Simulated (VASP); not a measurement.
Band structure of Rh (fcc). Computed with rev-vdW-DF2, VASP's PBE PAW potentials (set 64) (plane waves; VASP 6.6.1).

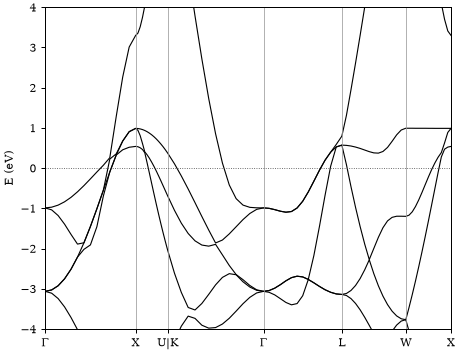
Figure: Bands along high-symmetry lines, zero at the valence-band maximum or, without a gap, the Fermi level

Problem. Read the plot: is there a gap, and where are the band edges?

Solution. It has no gap at this level: it comes out as a metal or semimetal. (Edges off the drawn lines would not show.)

The compound is Rh in the fcc structure. It was relaxed first.
